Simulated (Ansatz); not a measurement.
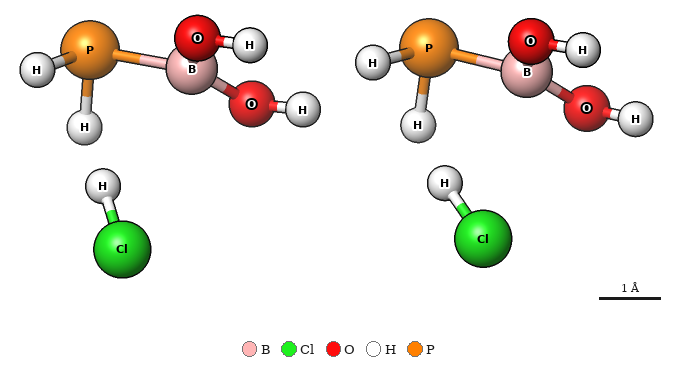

Two geometries of BPH₅O₂Cl, drawn at one scale. One is the start of a relaxation, the other its converged end. Style: ball-and-stick. Shown at a tilt.

The calculation used RKS PBE-D4/def2-SVP (Ansatz). Settings: no spin polarisation; force threshold 0.03 eV/Å; at most 50 steps.

Question: Which of the two is the end point?

Answer: The left one is the relaxed one. The run prepares an end point of a later path (reaction) calculation, from a guessed geometry. The energy falls by 1.32 kcal/mol in 7 accepted moves (8 points after the start). The largest force component goes from 0.7 to 0.013 eV/Å. The line search rejected the trial step at point 2 of the run. The largest move after the best rigid fit is that of the Cl atom, 0.42 Å. Largest moves by element: Cl 0.42 Å, H 0.19 Å, O 0.09 Å, B 0.07 Å, P 0.04 Å. Some distances before and after: Cl–H 1.342 → 1.310 Å, B–P 1.926 → 1.954 Å. The run took 16 s on 2 threads of Arm Neoverse V2, with other jobs on the host, peak memory 0.15 GiB.

Limits of the set-up: the start holds two separate molecules, 2.2 Å apart at their closest, whose relative position is a soft coordinate.
